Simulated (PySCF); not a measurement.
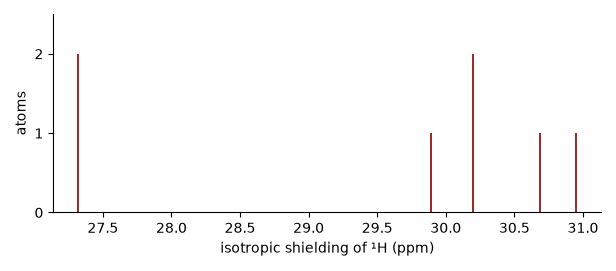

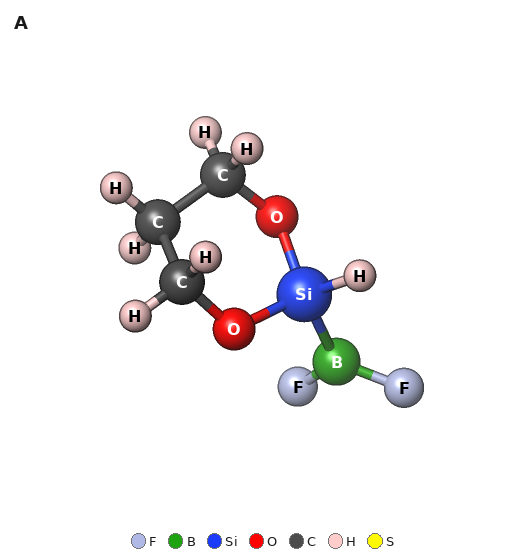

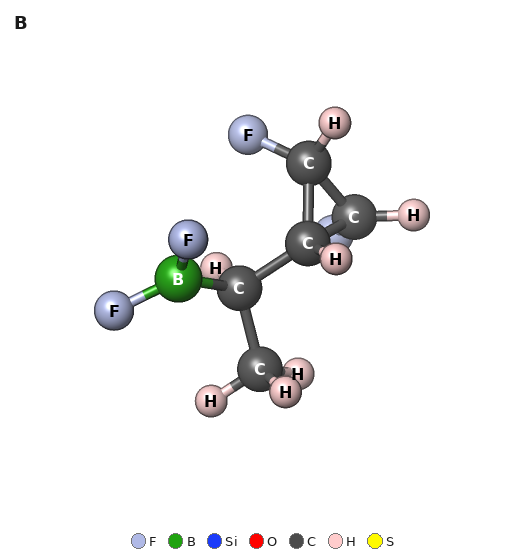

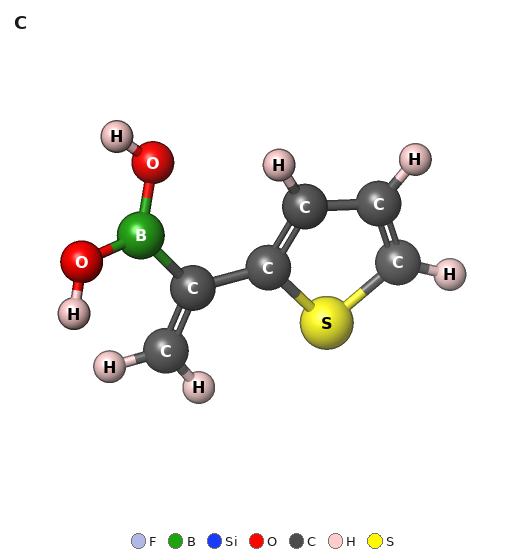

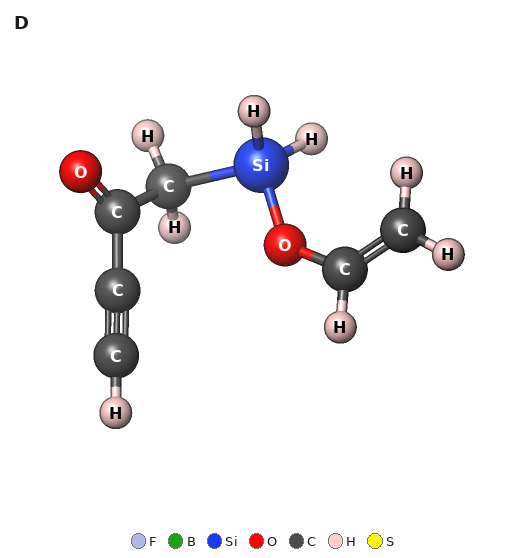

The sticks are computed shieldings of one of the molecules, for one fixed geometry (GFN2-xTB) without averaging over rotations. Low shielding means a high chemical shift. Method: GIAO PBE0/pcSseg-1 NMR shielding, non-relativistic, gas phase (PySCF 2.14.0).

> Which molecule gives this pattern?

B, `C[C@@H](B(F)F)[C@@H]1[C@H](F)[C@@H]1F`. Its 7 H atoms give lines at 27.32 (2 atoms), 29.89, 30.20 (2 atoms), 30.69, 30.95 ppm.

The geometry is semi-empirical. Around B, Si such bond lengths and angles can be off by a tenth of an ångström or more and by several degrees, and values that hang on the shape move with them.
